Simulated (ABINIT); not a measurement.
# MgSnS3 (Pm-3m): zone-centre phonons

Which modes does MgSnS3 (Pm-3m) have at the zone centre?

Method: DFT LDA, scalar-relativistic, plane waves, HGH norm-conserving pseudopotentials, in ABINIT 10.8.3.

The structure was built from a prototype and need not be the compound's stable phase.

### 1. The structure

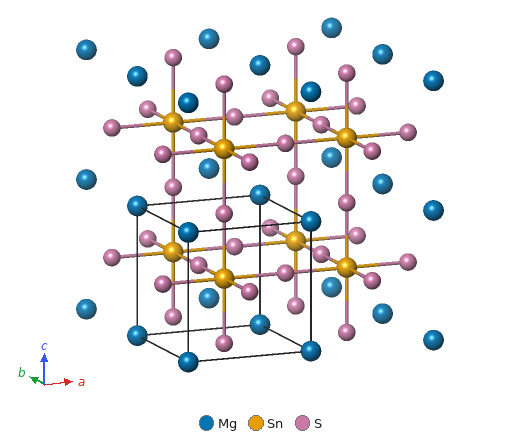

Start, viewed slightly off an axis; magnesium blue, tin orange, sulfur pink. 2×2×2 cells are drawn. Some periodic images of atoms are drawn too.

### 2. A probe with smearing

A first run with smearing and empty bands tells whether the crystal has a gap, which decides between fixed occupations and smearing later on.

probe.abi

```
# ground state
tolvrs 1.0d-08
prtden 1
prtwf 1

# basis, mesh and filling
ecut 38.0
ecutsm 3.0
ixc 7
ngkpt 4 4 4
nshiftk 1
shiftk 0.0 0.0 0.0
istwfk *1
occopt 7
tsmear 0.005
nband 19
nstep 100
diemac 9.0
prtebands 0
prtgsr 0
useylm 1

# cell and atoms
acell 9.370773907 9.370773907 9.370773907
rprim 
    1.0 0.0 0.0
    0.0 1.0 0.0
    0.0 0.0 1.0
ntypat 3
znucl 12 50 16
natom 5
typat 1 2 3 3 3
xred 
    0.0 0.0 0.0
    0.5 0.5 0.5
    0.5 0.5 0.0
    0.5 0.0 0.5
    0.0 0.5 0.5
pp_dirpath "./pseudo"
pseudos "Mg.hgh, Sn.hgh, S.hgh"
```

Started as:

```bash
> OMP_NUM_THREADS=1 mpirun -n 4 abinit probe.abi > probe.log
```

Numbers of over 12 decimals in the logs are rounded to 6 here.

probe.abo, the main output file:

```text
[banners, grids, parts of the stress and lines that vanish by symmetry left out]
- input  file    -> probe.abi
- output file    -> probe.abo
- root for input  files -> probei
[...]
Symmetries : space group Pm -3 m (#221); Bravais cP (primitive cubic)
[...]
mpw =        9328          nfft =      157464          nkpt =          10
[...]
== DATASET  1 ==================================================================
[...]
cutoff_energies: {ecut:  38.0, pawecutdg:  -1.0, }
[...]
Exchange-correlation functional for the present dataset will be:
  LDA: Perdew-Wang 92 LSD fit to Ceperley-Alder data - ixc=7
[...]
ETOT  1  -34.881700409776    -3.488E+01 3.268E-02 1.574E+03
 ETOT  2  -35.118100448717    -2.364E-01 1.089E-02 3.672E+02
 ETOT  3  -35.187265567450    -6.917E-02 1.191E-03 1.837E+01
 ETOT  4  -35.188618235152    -1.353E-03 3.151E-04 2.245E+00
 ETOT  5  -35.188815959617    -1.977E-04 8.808E-05 7.115E-02
 ETOT  6  -35.188822218311    -6.259E-06 1.123E-04 3.985E-04
 ETOT  7  -35.188822239670    -2.136E-08 7.547E-05 1.052E-05
 ETOT  8  -35.188822240966    -1.296E-09 8.204E-05 8.054E-08
 ETOT  9  -35.188822240975    -8.640E-12 5.375E-05 4.896E-09
 At SCF step    9       vres2   =  4.90E-09 < tolvrs=  1.00E-08 =>converged.
[...]
sigma(1 1)=  9.67160779E-05  sigma(3 2)=  0.00000000E+00
  sigma(2 2)=  9.67160779E-05  sigma(3 1)=  0.00000000E+00
  sigma(3 3)=  9.67160779E-05  sigma(2 1)=  0.00000000E+00
[...]
convergence: {deltae: -8.640E-12, res2:  4.896E-09, residm:  5.375E-05, diffor: null, }
etotal    :  -3.51888222E+01
[...]
sigma(1 1)=  9.67160779E-05  sigma(3 2)=  0.00000000E+00
  sigma(2 2)=  9.67160779E-05  sigma(3 1)=  0.00000000E+00
  sigma(3 3)=  9.67160779E-05  sigma(2 1)=  0.00000000E+00
[...]
- sigma(1 1)=  2.84548525E+00  sigma(3 2)=  0.00000000E+00
- sigma(2 2)=  2.84548525E+00  sigma(3 1)=  0.00000000E+00
- sigma(3 3)=  2.84548525E+00  sigma(2 1)=  0.00000000E+00
[...]
fcart     -0.0000000000E+00 -0.0000000000E+00 -0.0000000000E+00
           strten      9.6716077923E-05  9.6716077923E-05  9.6716077923E-05
================================================================================

[key lines of the parts left out:]
pressure_GPa:  -2.8455E+00
```

Run time: 16 s. Hardware: 4 MPI ranks of Arm Neoverse V1, shared host.

Numbers from this step:

```
volume per atom   : 24.39 Å³
pressure          : -2.845 GPa
gap on the k-mesh : 0 eV
```

No gap opens on this mesh, so smearing is kept.

### 3. Rough relaxation

The typed start is rough, so a first relaxation with smearing and loose thresholds takes it towards rest cheaply.

prerelax.abi

```
# relaxation
ionmov 2
optcell 2
dilatmx 1.15
chkdilatmx 0
ntime 40
tolmxf 3.0d-04
tolvrs 1.0d-10
prtwf 0
prtden 0
chksymtnons 0

# basis, mesh and filling
ecut 30.4
ecutsm 3.0
ixc 7
ngkpt 4 4 4
nshiftk 1
shiftk 0.0 0.0 0.0
istwfk *1
occopt 7
tsmear 0.005
nband 19
nstep 100
diemac 1000000.0
prtebands 0
prtgsr 0
useylm 1

# cell and atoms
acell 9.370773907 9.370773907 9.370773907
rprim 
    1.0 0.0 0.0
    0.0 1.0 0.0
    0.0 0.0 1.0
ntypat 3
znucl 12 50 16
natom 5
typat 1 2 3 3 3
xred 
    0.0 0.0 0.0
    0.5 0.5 0.5
    0.5 0.5 0.0
    0.5 0.0 0.5
    0.0 0.5 0.5
pp_dirpath "./pseudo"
pseudos "Mg.hgh, Sn.hgh, S.hgh"
```

Started as:

```bash
> OMP_NUM_THREADS=1 mpirun -n 4 abinit prerelax.abi > prerelax.log
```

prerelax.abo, the main output file:

```text
[banners, grids, parts of the stress and lines that vanish by symmetry left out]
- input  file    -> prerelax.abi
- output file    -> prerelax.abo
- root for input  files -> prerelaxi
[...]
Symmetries : space group Pm -3 m (#221); Bravais cP (primitive cubic)
[...]
mpw =       10068          nfft =      157464          nkpt =          10
[...]
== DATASET  1 ==================================================================
[...]
cutoff_energies: {ecut:  30.4, pawecutdg:  -1.0, }
[...]
Exchange-correlation functional for the present dataset will be:
  LDA: Perdew-Wang 92 LSD fit to Ceperley-Alder data - ixc=7
[...]
ETOT  1  -34.891501202279    -3.489E+01 2.309E-02 1.577E+03
 ETOT  2  -35.139624946487    -2.481E-01 2.411E-03 2.635E+02
 ETOT  3  -35.185370608260    -4.575E-02 6.688E-04 2.557E+01
 ETOT  4  -35.187264965640    -1.894E-03 1.723E-04 8.021E-01
[...]
ETOT  8  -35.189391110130     2.629E-13 2.675E-05 1.280E-11
 At SCF step    8       vres2   =  1.28E-11 < tolvrs=  1.00E-10 =>converged.
[...]
sigma(1 1)=  5.44466245E-07  sigma(3 2)=  0.00000000E+00
  sigma(2 2)=  5.44466245E-07  sigma(3 1)=  0.00000000E+00
  sigma(3 3)=  5.44466245E-07  sigma(2 1)=  0.00000000E+00
[...]
convergence: {deltae:  2.629E-13, res2:  1.280E-11, residm:  2.675E-05, diffor: null, }
etotal    :  -3.51893911E+01
[...]
At Broyd/MD step   4, gradients are converged :
[...]
sigma(1 1)=  5.44466245E-07  sigma(3 2)=  0.00000000E+00
  sigma(2 2)=  5.44466245E-07  sigma(3 1)=  0.00000000E+00
  sigma(3 3)=  5.44466245E-07  sigma(2 1)=  0.00000000E+00
[...]
- sigma(1 1)=  1.60187500E-02  sigma(3 2)=  0.00000000E+00
- sigma(2 2)=  1.60187500E-02  sigma(3 1)=  0.00000000E+00
- sigma(3 3)=  1.60187500E-02  sigma(2 1)=  0.00000000E+00
[...]
fcart     -0.0000000000E+00 -0.0000000000E+00 -0.0000000000E+00
           strten      5.4446624490E-07  5.4446624490E-07  5.4446624490E-07
================================================================================

[key lines of the parts left out:]
pressure_GPa:  -1.6019E-02
Total energy (etotal) [Ha]= -3.51893911101301E+01
```

Elapsed: 64 s, on 4 MPI ranks; 4.3 min of CPU time.

The steps of the relaxation:

```
step  energy less that of the first step (eV)  largest force (eV/Å)  volume (Å³)
   1                                   0.0000                0.0000       121.94
   2                                  -0.0172                0.0000       120.88
   3                                  -0.0548                0.0000       115.58
   4                                  -0.0551                0.0000       116.04
```

```
conventional cell, symmetrised  before  after  change
                         a (Å)   4.959  4.878  -1.6 %
                         b (Å)   4.959  4.878  -1.6 %
                         c (Å)   4.959  4.878  -1.6 %
              volume (Å³/atom)   24.39  23.21  -4.8 %
```

The relaxed structure:

```xyz
5
Lattice="4.8776 0.0000 0.0000 0.0000 4.8776 0.0000 0.0000 0.0000 4.8776" Properties=species:S:1:pos:R:3 pbc="T T T"
Mg    0.0000    0.0000    0.0000
Sn    2.4388    2.4388    2.4388
S     2.4388    2.4388    0.0000
S     2.4388    0.0000    2.4388
S     0.0000    2.4388    2.4388
```

Numbers from this step:

```
volume per atom : 23.21 Å³
pressure        : -0.01602 GPa
```

The volume changes by -4.8 % in this run and stands -4.8 % from the first cell.

### 4. Relaxation

The harmonic expansion needs vanishing forces, and a free crystal bears no stress, so cell and atoms are brought to rest. Stress is more sensitive to the basis than forces are: the last 3 Ha under the cutoff are smoothed with ecutsm.

relax.abi

```
# relaxation
ionmov 2
optcell 2
dilatmx 1.08
ntime 40
tolmxf 1.0d-05
tolvrs 1.0d-14
prtwf 0
prtden 0
chksymtnons 0

# basis, mesh and filling
ecut 38.0
ecutsm 3.0
ixc 7
ngkpt 6 6 6
nshiftk 1
shiftk 0.0 0.0 0.0
istwfk *1
occopt 3
tsmear 0.01
nband 19
nstep 100
diemac 1000000.0
prtebands 0
prtgsr 0
useylm 1

# cell and atoms
acell 9.217309196 9.217309196 9.217309196
rprim 
    1.0 0.0 0.0
    0.0 1.0 0.0
    0.0 0.0 1.0
ntypat 3
znucl 12 50 16
natom 5
typat 1 2 3 3 3
xred 
    0.0 0.0 0.0
    0.5 0.5 0.5
    0.5 0.5 0.0
    0.5 0.0 0.5
    0.0 0.5 0.5
pp_dirpath "./pseudo"
pseudos "Mg.hgh, Sn.hgh, S.hgh"
```

Started as:

```bash
> OMP_NUM_THREADS=1 mpirun -n 4 abinit relax.abi > relax.log
```

relax.abo, the main output file:

```text
[banners, grids, parts of the stress and lines that vanish by symmetry left out]
- input  file    -> relax.abi
- output file    -> relax.abo
- root for input  files -> relaxi
[...]
Symmetries : space group Pm -3 m (#221); Bravais cP (primitive cubic)
[...]
mpw =       11152          nfft =      216000          nkpt =          20
[...]
== DATASET  1 ==================================================================
[...]
cutoff_energies: {ecut:  38.0, pawecutdg:  -1.0, }
[...]
Exchange-correlation functional for the present dataset will be:
  LDA: Perdew-Wang 92 LSD fit to Ceperley-Alder data - ixc=7
[...]
ETOT  1  -34.918912220735    -3.492E+01 3.525E-02 2.096E+03
 ETOT  2  -35.165340102429    -2.464E-01 9.062E-03 2.541E+02
 ETOT  3  -35.198890434606    -3.355E-02 1.488E-03 2.844E+01
 ETOT  4  -35.200587171138    -1.697E-03 1.695E-03 1.277E+00
 ETOT  5  -35.200714118434    -1.269E-04 1.349E-04 1.162E-01
[...]
At SCF step   12       vres2   =  2.92E-15 < tolvrs=  1.00E-14 =>converged.
[...]
sigma(1 1)= -1.68555512E-05  sigma(3 2)=  0.00000000E+00
  sigma(2 2)= -1.68555512E-05  sigma(3 1)=  0.00000000E+00
  sigma(3 3)= -1.68555512E-05  sigma(2 1)=  0.00000000E+00
[...]
convergence: {deltae:  2.849E-12, res2:  2.920E-15, residm:  1.778E-06, diffor: null, }
etotal    :  -3.52007221E+01
[...]
ETOT  1  -35.200708814068    -3.520E+01 1.492E-06 4.318E-01
[...]
At SCF step   10       vres2   =  2.70E-16 < tolvrs=  1.00E-14 =>converged.
[...]
sigma(1 1)= -1.36246878E-05  sigma(3 2)=  0.00000000E+00
  sigma(2 2)= -1.36246878E-05  sigma(3 1)=  0.00000000E+00
  sigma(3 3)= -1.36246878E-05  sigma(2 1)=  0.00000000E+00
[...]
convergence: {deltae: -3.979E-13, res2:  2.703E-16, residm:  1.294E-07, diffor: null, }
etotal    :  -3.52007402E+01
[...]
ETOT  1  -35.200182711537    -3.520E+01 1.921E-06 8.078E+00
[...]
At SCF step   10       vres2   =  3.90E-15 < tolvrs=  1.00E-14 =>converged.
[...]
sigma(1 1)= -1.60969085E-07  sigma(3 2)=  0.00000000E+00
  sigma(2 2)= -1.60969085E-07  sigma(3 1)=  0.00000000E+00
  sigma(3 3)= -1.60969085E-07  sigma(2 1)=  0.00000000E+00
[...]
convergence: {deltae: -3.446E-12, res2:  3.905E-15, residm:  1.010E-09, diffor: null, }
etotal    :  -3.52007749E+01
[...]
ETOT  1  -35.200774832821    -3.520E+01 8.493E-10 1.125E-03
[...]
ETOT  8  -35.200774915015    -2.018E-12 5.872E-12 1.169E-14
 ETOT  9  -35.200774915016    -1.592E-12 4.108E-12 2.220E-16
 At SCF step    9       vres2   =  2.22E-16 < tolvrs=  1.00E-14 =>converged.
[...]
sigma(1 1)= -1.57700560E-09  sigma(3 2)=  0.00000000E+00
  sigma(2 2)= -1.57700561E-09  sigma(3 1)=  0.00000000E+00
  sigma(3 3)= -1.57700561E-09  sigma(2 1)=  0.00000000E+00
[...]
convergence: {deltae: -1.592E-12, res2:  2.220E-16, residm:  4.108E-12, diffor: null, }
etotal    :  -3.52007749E+01
[...]
At Broyd/MD step   4, gradients are converged :
[...]
sigma(1 1)= -1.57700560E-09  sigma(3 2)=  0.00000000E+00
  sigma(2 2)= -1.57700561E-09  sigma(3 1)=  0.00000000E+00
  sigma(3 3)= -1.57700561E-09  sigma(2 1)=  0.00000000E+00
[...]
- sigma(1 1)= -4.63971068E-05  sigma(3 2)=  0.00000000E+00
- sigma(2 2)= -4.63971068E-05  sigma(3 1)=  0.00000000E+00
- sigma(3 3)= -4.63971068E-05  sigma(2 1)=  0.00000000E+00
[...]
fcart     -0.0000000000E+00 -0.0000000000E+00 -0.0000000000E+00
           strten     -1.5770056050E-09 -1.5770056056E-09 -1.5770056054E-09
================================================================================

[key lines of the parts left out:]
pressure_GPa:   4.6397E-05
Total energy (etotal) [Ha]= -3.52007749150161E+01
```

Run time: 2.3 min. Hardware: 4 MPI ranks.

Step by step:

```
step  energy less that of the first step (eV)  largest force (eV/Å)  volume (Å³)
   1                                   0.0000                0.0000       116.04
   2                                  -0.0005                0.0000       116.22
   3                                  -0.0014                0.0000       116.97
   4                                  -0.0014                0.0000       116.98
```

```
conventional cell, symmetrised  before  after  change
                         a (Å)   4.878  4.891  +0.3 %
                         b (Å)   4.878  4.891  +0.3 %
                         c (Å)   4.878  4.891  +0.3 %
              volume (Å³/atom)   23.21  23.40  +0.8 %
```

The relaxed structure:

```xyz
5
Lattice="4.8907 0.0000 0.0000 0.0000 4.8907 0.0000 0.0000 0.0000 4.8907" Properties=species:S:1:pos:R:3 pbc="T T T"
Mg    0.0000    0.0000    0.0000
Sn    2.4453    2.4453    2.4453
S     2.4453    2.4453    0.0000
S     2.4453    0.0000    2.4453
S     0.0000    2.4453    2.4453
```

Read from the output:

```
volume per atom : 23.40 Å³
pressure        : 4.64e-5 GPa
```

The volume changes by +0.8 % in this run and stands -4.1 % from the first cell.

### 5. Ground state

First-order wavefunctions inherit every error of the ground state, hence the very tight tolvrs. ecutsm is kept as in the relaxation, so that the cell stays at rest. Smearing stays on, as the first look found no gap above 0.3 eV.

gs.abi

```
# ground state
tolvrs 1.0d-16
prtden 1
prtwf 1

# basis, mesh and filling
ecut 38.0
ecutsm 3.0
ixc 7
ngkpt 6 6 6
nshiftk 1
shiftk 0.0 0.0 0.0
istwfk *1
occopt 3
tsmear 0.01
nband 19
nstep 100
diemac 1000000.0
prtebands 0
prtgsr 0
useylm 1

# cell and atoms
acell 9.24202028 9.24202028 9.24202028
rprim 
    1.0 0.0 0.0
    0.0 1.0 0.0
    0.0 0.0 1.0
ntypat 3
znucl 12 50 16
natom 5
typat 1 2 3 3 3
xred 
    0.0 0.0 0.0
    0.5 0.5 0.5
    0.5 0.5 0.0
    0.5 0.0 0.5
    0.0 0.5 0.5
pp_dirpath "./pseudo"
pseudos "Mg.hgh, Sn.hgh, S.hgh"
```

Started as:

```bash
> OMP_NUM_THREADS=1 mpirun -n 4 abinit gs.abi > gs.log
```

gs.abo, the main output file:

```text
[banners, grids, parts of the stress and lines that vanish by symmetry left out]
- input  file    -> gs.abi
- output file    -> gs.abo
- root for input  files -> gsi
[...]
Symmetries : space group Pm -3 m (#221); Bravais cP (primitive cubic)
[...]
mpw =        8858          nfft =      157464          nkpt =          20
[...]
== DATASET  1 ==================================================================
[...]
cutoff_energies: {ecut:  38.0, pawecutdg:  -1.0, }
[...]
Exchange-correlation functional for the present dataset will be:
  LDA: Perdew-Wang 92 LSD fit to Ceperley-Alder data - ixc=7
[...]
ETOT  1  -34.919047625207    -3.492E+01 3.199E-02 1.518E+03
 ETOT  2  -35.165431536073    -2.464E-01 4.844E-03 1.856E+02
 ETOT  3  -35.198865991115    -3.343E-02 1.929E-03 2.142E+01
 ETOT  4  -35.200625726144    -1.760E-03 2.181E-03 1.031E+00
 ETOT  5  -35.200766700594    -1.410E-04 1.463E-03 8.684E-02
[...]
ETOT 13  -35.200774946906    -5.755E-13 1.189E-05 1.487E-16
 ETOT 14  -35.200774946906    -5.471E-13 3.212E-06 1.189E-17
 At SCF step   14       vres2   =  1.19E-17 < tolvrs=  1.00E-16 =>converged.
[...]
sigma(1 1)= -1.65086947E-09  sigma(3 2)=  0.00000000E+00
  sigma(2 2)= -1.65086947E-09  sigma(3 1)=  0.00000000E+00
  sigma(3 3)= -1.65086947E-09  sigma(2 1)=  0.00000000E+00
[...]
convergence: {deltae: -5.471E-13, res2:  1.189E-17, residm:  3.212E-06, diffor: null, }
etotal    :  -3.52007749E+01
[...]
sigma(1 1)= -1.65086947E-09  sigma(3 2)=  0.00000000E+00
  sigma(2 2)= -1.65086947E-09  sigma(3 1)=  0.00000000E+00
  sigma(3 3)= -1.65086947E-09  sigma(2 1)=  0.00000000E+00
[...]
- sigma(1 1)= -4.85702566E-05  sigma(3 2)=  0.00000000E+00
- sigma(2 2)= -4.85702566E-05  sigma(3 1)=  0.00000000E+00
- sigma(3 3)= -4.85702566E-05  sigma(2 1)=  0.00000000E+00
[...]
fcart     -0.0000000000E+00 -0.0000000000E+00 -0.0000000000E+00
           strten     -1.6508694667E-09 -1.6508694667E-09 -1.6508694667E-09
================================================================================

[key lines of the parts left out:]
pressure_GPa:   4.8570E-05
```

Elapsed: 36 s, on 4 MPI ranks; 2.4 min of CPU time.

Numbers from this step:

| Quantity | Value |
| --- | --- |
| pressure | 4.86e-5 GPa |

The cell stands at 4.9e-5 GPa, close enough for phonons.

[end of part 1 of 4]

[Host names and launcher messages were left out of these logs when they were recorded.]

[Logs are printed without paths, hosts, clocks, repeated set-up lines and the standing remarks that a program may print on its own settings, such as how far it seeks lower states.]

[Hosts, paths, dates, database ids (printed as entryN), source tags and the programs' standing remarks are cut or masked in the printed files.]
